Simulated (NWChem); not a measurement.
# triplet BaS at 5 levels

Wanted: a comparison of 5 runs (U-r2SCAN/def2-TZVP, UB2PLYP/def2-TZVP, UCAM-B3LYP/def2-TZVP, UTPSS/def2-TZVP, UMP3/def2-TZVP) of triplet BaS. 

The results are computed with NWChem 7.3.0.

1 further run of the same task is left out (it didn't finish).

### Step 1. Starting point

BaS: 2 atoms, total charge 0, spin state triplet. SMILES of the parent species: `[S][Ba]`. The bond length is the one measured for the parent species. That shape belongs to the parent species and isn't relaxed for this state.

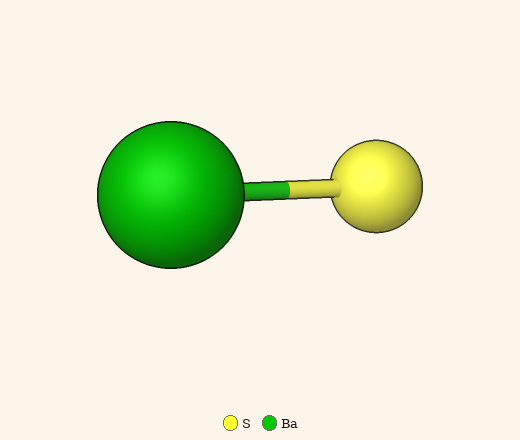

Viewed from a chosen angle; sulfur yellow, barium green.

### Step 2. A single-point energy at U-r2SCAN/def2-TZVP (core potential) (run 1)

job.nw reads:

```
start job
memory stack 880 mb heap 220 mb global 1100 mb
charge 0

geometry units angstrom noautosym nocenter noautoz
   S        0.000000       0.000000       0.000000
   Ba       0.000000       0.000000       2.507400
end

basis spherical bse
   * library def2-TZVP
end

ecp bse
   Ba library def2-TZVP
end

dft
   xc r2scan
   mult 3
   grid xfine
   convergence energy 1e-08
   maxiter 100
   mulliken
   print low
end

task dft energy
```

Command:

```console
$ nwchem job.nw > job.out
```

What it wrote:

```text
[...]
 d= 0,ls=0.0,diis     1   -423.5920945557 -4.57D+02  1.26D-02  1.30D-01     3.0
[...]
 d= 0,ls=0.0,diis     9   -423.6440444657 -7.14D-09  2.74D-06  1.09D-08    22.4
[...]
         Total DFT energy =     -423.644044465737
      One electron energy =     -659.571581923474
           Coulomb energy =      231.533873346475
    Exchange-Corr. energy =      -29.373728343053
 Nuclear repulsion energy =       33.767392454316
[...]
      Total Density - Mulliken Population Analysis
     ---------------------------------------------
    Atom       Charge   Shell Charges
 -----------   ------   -------------------------------------------------------
    1 S   16    16.50   2.01  0.48  1.48  1.10  0.90  4.19  1.67  0.89  2.35  1.40  0.00  0.03  0.00
    2 Ba  10     9.50   0.04 -0.38  1.73  0.59  0.55  0.34  3.41  2.49  0.14 -0.01  0.28  0.22  0.07  0.03
[...]
      <S2> =      2.0069 (Exact =     2.0000)
[...]
```

Run time: 23 s. Hardware: 1 thread of Intel Xeon 6975P-C (Granite Rapids), shared host; peak memory 0.11 GiB.

### Step 3. A single-point energy at UB2PLYP/def2-TZVP (core potential) (run 2)

job.nw reads:

```
start job
title "BaS"
memory 2200 mb

geometry units angstrom noautosym nocenter noautoz
  S      0.000000     0.000000     0.000000
  Ba     0.000000     0.000000     2.507400
end

basis "ao basis" spherical bse
  * library def2-TZVP
end

ecp bse
  Ba library def2-TZVP
end

dft
  xc hfexch 0.53 becke88 0.47 lyp 0.73 mp2 0.27
  dftmp2 semidirect
  mult 3
  grid xfine
  convergence energy 1e-08
  iterations 100
  mulliken
  noprint "final vectors analysis"
end

mp2
  freeze core 5
end

task dft energy
```

Command:

```console
$ nwchem job.nw > job.out
```

What it wrote:

```text
[...]
          Wavefunction type:  spin polarized.
          No. of atoms     :     2
          No. of electrons :    26
[...]
          Charge           :     0
          Spin multiplicity:     3
[...]
          AO basis - number of functions:    77
[...]
              XC Information
              --------------
                     Hartree-Fock (Exact) Exchange  0.530
                    Becke 1988 Exchange Functional  0.470
              Lee-Yang-Parr Correlation Functional  0.730
[...]
 d= 0,ls=0.0,diis     1   -423.2977004487 -4.57D+02  8.40D-03  6.82D-02     2.3
[...]
 d= 0,ls=0.0,diis    10   -423.3440075759 -4.77D-09  1.29D-06  1.79D-10    18.6
[...]
         Total DFT energy =     -423.344007575937
      One electron energy =     -659.529896805833
           Coulomb energy =      231.490203493033
    Exchange-Corr. energy =      -29.071706717454
 Nuclear repulsion energy =       33.767392454316
[...]
      Total Density - Mulliken Population Analysis
     ---------------------------------------------
    Atom       Charge   Shell Charges
 -----------   ------   -------------------------------------------------------
    1 S   16    16.54   2.01  0.48  1.48  1.10  0.88  4.18  1.68  0.90  2.32  1.47  0.00  0.03  0.00
    2 Ba  10     9.46   0.04 -0.38  1.71  0.60  0.53  0.38  3.41  2.50  0.16 -0.00  0.23  0.19  0.05  0.04
[...]
      <S2> =      2.0069 (Exact =     2.0000)
[...]
  Basis functions       =     77
[...]
```

It took 24 s on 1 thread of Intel Xeon 6975P-C (Granite Rapids), shared host; peak memory 0.17 GiB.

Runs 3 to 4 aren't shown in full; the table further down has their settings and results.

### Step 4. The energy at UMP3/def2-TZVP (core potential) (run 5)

input.xyz reads:

```xyz
2
BaS
S      0.000000     0.000000     0.000000
Ba     0.000000     0.000000     2.507400
```

run.py reads:

```python
from ase.io import read
from ase.calculators.nwchem import NWChem

molecule = read('input.xyz')

calc = NWChem(
    label='input',
    theory='tce',
    memory='2200 mb',
    basis='def2-TZVP',
    basispar='spherical bse',
    scf={'nopen': '2', 'uhf': None, 'thresh': '1e-08', 'maxiter': '80'},
    tce={'scf': None, 'mbpt3': None, 'freeze': 'core 5', 'maxiter': '60'},
    task='energy',
    **{'ecp bse': {'Ba library': 'def2-TZVP'}},
)
molecule.calc = calc

print("Total energy (eV):", round(molecule.get_potential_energy(), 6))
```

Command:

```console
$ export ASE_NWCHEM_COMMAND="nwchem PREFIX.nwi > PREFIX.nwo"
$ python run.py
```

What it wrote:

```text
Total energy (eV): -11510.131535
```

The calculator wrote input.nwi:

```
title "input"

permanent_dir input

scratch_dir input

start input

geometry units angstrom nocenter noautosym noautoz
  S  0.0000000000000000e+00 0.0000000000000000e+00 0.0000000000000000e+00
  Ba 0.0000000000000000e+00 0.0000000000000000e+00 2.5074000000000001e+00
end

memory 2200 mb

basis spherical bse noprint
   * library def2-TZVP
end

scf
  nopen 2
  uhf
  thresh 1e-08
  maxiter 80
end
tce
  scf
  mbpt3
  freeze core 5
  maxiter 60
end
ecp bse
  Ba library def2-TZVP
end

task tce energy
```

input.nwo:

```text
Northwest Computational Chemistry Package (NWChem) 7.3.0
             --------------------------------------------------------

           Job information
           ---------------

    nwchem branch   = 7.3.0
    use scalapack   = T
    input           = input.nwi
    prefix          = input.
    data base       = input/input.db
    status          = startup
    nproc           =        1

           Memory information
           ------------------

[... 5 lines left out ...]
    hardfail = no
[... 104 lines left out ...]
         Quadratically convergent UHF
[... 18 lines left out ...]
         Total SCF energy =   -422.657895236671
[... 2 lines left out ...]
 Nuclear repulsion energy =     33.767392454316
[... 65 lines left out ...]
                    UHF Final Alpha Molecular Orbital Analysis
[... 758 lines left out ...]
 MBPT(2) total energy / hartree       =      -422.958667096622150
[... 1 line left out ...]
 MBPT(3) iterations
 --------------------------------------------------------
 Iter          Residuum       Correlation     Cpu    Wall
 --------------------------------------------------------
    1   0.1546503951739   0.0000000000000     0.3     0.3
    2   0.0000000000117  -0.0308684241342     0.3     0.3
 --------------------------------------------------------
 Iterations converged
 MBPT(3) correlation energy / hartree =        -0.030868424134222
 MBPT(3) total energy / hartree       =      -422.989535520756363

 Task  times  cpu:       38.8s     wall:       38.8s
 Total times  cpu:       38.8s     wall:       38.8s
```

Run time: 40 s. Hardware: 1 thread of Intel Xeon 6975P-C (Granite Rapids), shared host; peak memory 1 GiB.

### Step 5. The series

```csv
run,level,frozen core orbitals,integration grid,energy (Eh),⟨S²⟩,wall time
1,U-r2SCAN/def2-TZVP (core potential),–,xfine,-423.644044,2.007,23 s
2,UB2PLYP/def2-TZVP (core potential),5,xfine,-423.444738,2.007,24 s
3,UCAM-B3LYP/def2-TZVP (core potential),–,xfine,-423.636183,2.005,38 s
4,UTPSS/def2-TZVP (core potential),–,xfine,-423.697261,2.004,1.8 min
5,UMP3/def2-TZVP (core potential),5,–,-422.989536,2.014,40 s
```

### Step 6. Summary of results

| quantity | value |
| --- | --- |
| run 5: total energy | -422.98954 Eh |
| run 5: HOMO energy (Hartree–Fock orbitals) (highest over α and β) | -4.57 eV |
| run 5: LUMO energy (Hartree–Fock orbitals) (lowest over α and β) | 0.01 eV |
| run 5: correlation energy (5 core orbitals frozen) | -331.6 mEh |
| run 5: ⟨S²⟩ of the reference determinant | 2.014 |

In words: Over runs 2, 3, 4 the dipole moment (its size) runs from 3.29 D (UTPSS/def2-TZVP) to 3.63 D (UCAM-B3LYP/def2-TZVP). Totals of different functionals can't be ranked against each other. All runs together took 3.9 min, the longest 1.8 min.
